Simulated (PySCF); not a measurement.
# InF (SMILES [F][In]): wB97M-V/def2-TZVPP (core potential)

What is the vertical singlet–triplet gap of InF at wB97M-V/def2-TZVPP (core potential)? Input form: a Python script.

Program for the calculation: PySCF 2.14.0.

4 further runs of the same task are left out: 4 set aside as unsound or not needed. Runs told in other sessions of the task aren't counted.

**1. Starting point**

InF has 2 atoms, charge 0, and is taken as a singlet. As SMILES, `[F][In]`. The shape comes from GFN2-xTB, which is rough for such elements, and wasn't checked as a minimum.

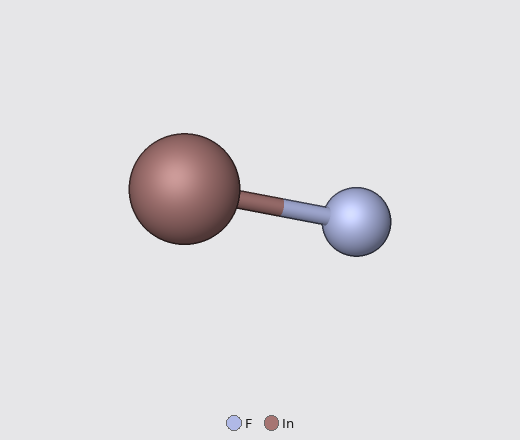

Viewed from a chosen angle; fluorine light blue, indium brown.

**2. The energy at wB97M-V/def2-TZVPP (core potential)**

Contents of calc.py:

```python
from pyscf import gto, dft

mol = gto.M(
    atom='''
F    0.000000   0.000000   0.000000
In   0.000000   0.000000   2.025490
''',
    basis='def2-tzvpp',
    ecp={'In': 'def2-svp'},
    max_memory=1860,
    verbose=4,
)

mf = dft.RKS(mol, xc='wb97m-v')
mf.conv_tol = 1e-10
mf.nlcgrids.level = 1
mf.grids.level = 5
mf.kernel()
if not mf.converged:
    mf = mf.newton().run(mf.mo_coeff, mf.mo_occ)

e_final = mf.e_tot
print('E = %.10f Eh' % e_final)
```

Command:

```
$ OMP_NUM_THREADS=1 python calc.py
```

The log of the run:

```text
PySCF version 2.14.0

[INPUT] num. atoms = 2
[INPUT] num. electrons = 30
[INPUT] charge = 0
[INPUT] spin (= nelec alpha-beta = 2S) = 0
[INPUT] symmetry False subgroup None
[INPUT] Mole.unit = angstrom
[INPUT] Symbol           X                Y                Z      unit          X                Y                Z       unit  Magmom
[INPUT]  1 F      0.000000000000   0.000000000000   0.000000000000 AA    0.000000000000   0.000000000000   0.000000000000 Bohr   0.0
[INPUT]  2 In     0.000000000000   0.000000000000   2.025490000000 AA    0.000000000000   0.000000000000   3.827621368045 Bohr   0.0

nuclear repulsion = 49.3779247806111
number of shells = 27
number of NR pGTOs = 137
number of NR cGTOs = 81
basis = def2-tzvpp
ecp = {'In': 'def2-svp'}

******** <class 'pyscf.dft.rks.RKS'> ********
method = RKS
initial guess = minao
damping factor = 0
level_shift factor = 0
DIIS = <class 'pyscf.scf.diis.CDIIS'>
diis_start_cycle = 1
diis_space = 8
diis_damp = 0
SCF conv_tol = 1e-10
SCF conv_tol_grad = None
SCF max_cycles = 50
direct_scf = True
direct_scf_tol = 1e-13
XC library pyscf.dft.libxc version 7.0.0
    S. Lehtola, C. Steigemann, M. J.T. Oliveira, and M. A.L. Marques.,  SoftwareX 7, 1–5 (2018)
XC functionals = wb97m-v
radial grids:
    Treutler-Ahlrichs [JCP 102, 346 (1995); DOI:10.1063/1.469408] (M4) radial grids

becke partition: Becke, JCP 88, 2547 (1988); DOI:10.1063/1.454033
pruning grids: <function nwchem_prune>
grids dens level: 5
symmetrized grids: False
atomic radii adjust function: <function treutler_atomic_radii_adjust>
** Following is NLC and NLC Grids **
NLC functional = wb97m-v
radial grids:
    Treutler-Ahlrichs [JCP 102, 346 (1995); DOI:10.1063/1.469408] (M4) radial grids

becke partition: Becke, JCP 88, 2547 (1988); DOI:10.1063/1.454033
pruning grids: <function nwchem_prune>
grids dens level: 1
symmetrized grids: False
atomic radii adjust function: <function treutler_atomic_radii_adjust>
small_rho_cutoff = 0
Set gradient conv threshold to 1e-05
Initial guess from minao.
tot grids = 91208
tot grids = 13392
init E= -257.018122998076
  HOMO = -0.777479033548676  LUMO = -0.408002463491368  gap/eV = 10.05397
cycle= 1 E= -289.541279556938  delta_E= -32.5  |g|= 1.65  |ddm|= 44.1
  HOMO = -0.193065481810998  LUMO = 0.0243377386072781  gap/eV = 5.91584
cycle= 2 E= -289.69521398106  delta_E= -0.154  |g|= 1.54  |ddm|= 5.98
  HOMO = -0.347146071117081  LUMO = -7.04719345363534e-05  gap/eV = 9.44441
cycle= 3 E= -290.000302185114  delta_E= -0.305  |g|= 0.253  |ddm|= 1.63
  HOMO = -0.34641988395488  LUMO = -0.00405712664083573  gap/eV = 9.31617
cycle= 4 E= -290.007645027539  delta_E= -0.00734  |g|= 0.121  |ddm|= 0.211
  HOMO = -0.355440877684735  LUMO = -0.00455021100004563  gap/eV = 9.54822
cycle= 5 E= -290.009743295882  delta_E= -0.0021  |g|= 0.00815  |ddm|= 0.114
  HOMO = -0.355959590944313  LUMO = -0.00497693009295135  gap/eV = 9.55072
cycle= 6 E= -290.009767432344  delta_E= -2.41e-05  |g|= 0.00231  |ddm|= 0.0229
  HOMO = -0.356365178499757  LUMO = -0.00522857210779774  gap/eV = 9.55491
cycle= 7 E= -290.00977200212  delta_E= -4.57e-06  |g|= 0.000594  |ddm|= 0.0143
  HOMO = -0.356297753968853  LUMO = -0.00521610848069816  gap/eV = 9.55342
cycle= 8 E= -290.009772152405  delta_E= -1.5e-07  |g|= 0.000101  |ddm|= 0.00118
  HOMO = -0.35628063607205  LUMO = -0.00521189962401635  gap/eV = 9.55307
cycle= 9 E= -290.0097721653  delta_E= -1.29e-08  |g|= 2.45e-05  |ddm|= 0.000329
  HOMO = -0.356278698964164  LUMO = -0.00521190172546943  gap/eV = 9.55301
cycle= 10 E= -290.009772165992  delta_E= -6.92e-10  |g|= 3.78e-06  |ddm|= 8.18e-05
  HOMO = -0.356278198466281  LUMO = -0.00521182502789058  gap/eV = 9.55300
cycle= 11 E= -290.009772166009  delta_E= -1.72e-11  |g|= 1.11e-06  |ddm|= 1.04e-05
  HOMO = -0.35627836347545  LUMO = -0.00521192908256816  gap/eV = 9.55300
Extra cycle  E= -290.009772166006  delta_E= 3.24e-12  |g|= 6.05e-07  |ddm|= 3.56e-06
converged SCF energy = -290.009772166006
E = -290.0097721660 Eh
```

Wall time 22 s (1 thread of Arm Neoverse V2, shared host); peak memory 0.42 GiB.

**3. The triplet, same level**

Contents of input.py:

```python
from pyscf import gto, dft

mol = gto.M(
    atom='F 0.000000 0.000000 0.000000; In 0.000000 0.000000 2.025490',
    verbose=3,
    charge=0,
    max_memory=1860,
    basis='def2-tzvpp',
    ecp={'In': 'def2-svp'},
    spin=2,
)

mf = dft.UKS(mol)
mf.xc = 'wb97m-v'
mf.grids.level = 5
mf.nlcgrids.level = 1
mf.conv_tol = 1e-10
mf.kernel()
if not mf.converged:
    mf = mf.newton().run(mf.mo_coeff, mf.mo_occ)

e_tot = mf.e_tot
print('Final energy', e_tot)
```

Command:

```
$ OMP_NUM_THREADS=1 python input.py
```

The log of the run:

```text
WARN: HOMO -0.408002463491366 >= LUMO -0.777479033548719

converged SCF energy = -289.868010071121  <S^2> = 2.0060696  2S+1 = 3.0040437
Final energy -289.86801007112075
```

It took 37 s on 1 thread of Arm Neoverse V2, shared host; peak memory 0.43 GiB.

**4. What came out**

Level: wB97M-V/def2-TZVPP (core potential).

| quantity | value |
| --- | --- |
| singlet: total energy | -290.00977 Eh |
| singlet: dipole moment | 3.38 D |
| singlet: HOMO energy | -9.69 eV |
| singlet: LUMO energy | -0.14 eV |
| singlet: HOMO–LUMO gap | 9.55 eV |
| triplet: total energy | -289.86801 Eh |
| triplet: dipole moment | 3.10 D |
| triplet: HOMO energy (highest over α and β) | -6.00 eV |
| triplet: LUMO energy (lowest over α and β) | -3.72 eV |
| triplet: ⟨S²⟩ | 2.006 |
| vertical energy of the triplet above the singlet | 3.858 eV |

At this shape the triplet lies 3.86 eV (372 kJ/mol) above the singlet.
